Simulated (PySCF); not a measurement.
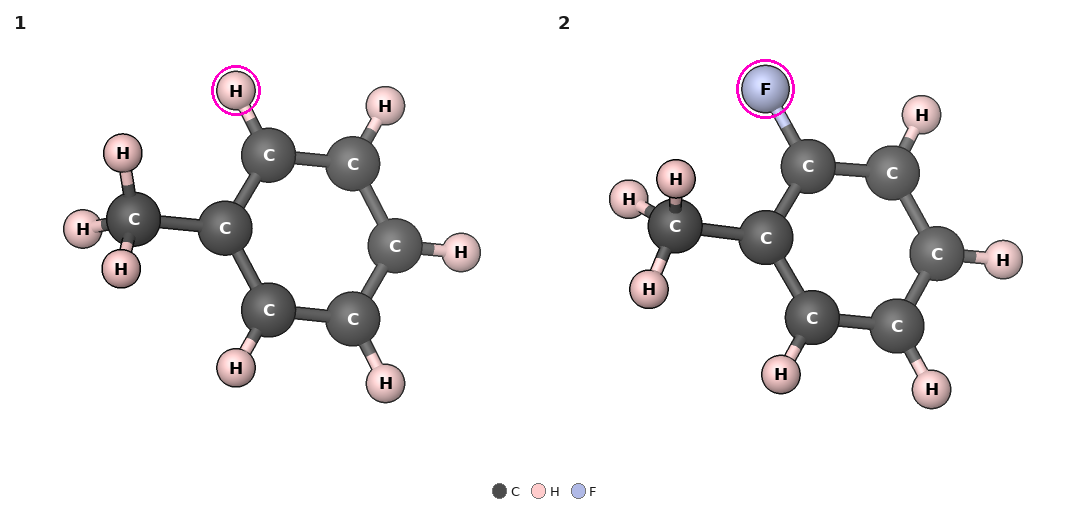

2 molecules with one skeleton, seen from the same side and at one scale; the atom that differs is circled. Each species is neutral and a spin singlet. Computed geometries: PBE0-D3(BJ)/def2-SVP optimisations, one conformation each. Properties computed with PySCF 2.14.0.

One atom differs, called X below: H in panel 1, F in panel 2. Their formulas are C7H8 (`Cc1ccccc1`), C7H7F (`Cc1ccccc1F`).

In which is the GIAO shielding of the C bonded to X larger (PBE0/pcSseg-1)?

In panel 1 (X = H).

In which is the length of X–C larger (PBE0-D3(BJ)/def2-SVP)?

In panel 2 (X = F).

Give the values. With PBE0-D3(BJ)/def2-SVP: length of X–C (Å), mean angle C–C–X (°). With PBE0/pcSseg-1: dipole moment (D), HOMO energy (Kohn–Sham orbital) (eV), HOMO–LUMO gap (eV), Hirshfeld charge of X (e), GIAO shielding of the C bonded to X (ppm).

```tsv
quantity	1 (H)	2 (F)	2 − 1
length of X–C (Å)	1.094	1.337	+0.243
mean angle C–C–X (°)	119.5	118.5	−1.0
dipole moment (D)	0.42	1.15	+0.73
HOMO energy (Kohn–Sham orbital) (eV)	−6.98	−7.03	−0.05
HOMO–LUMO gap (eV)	6.83	6.67	−0.16
Hirshfeld charge of X (e)	0.05	−0.07	−0.12
GIAO shielding of the C bonded to X (ppm)	49.9	15.3	−34.6
```
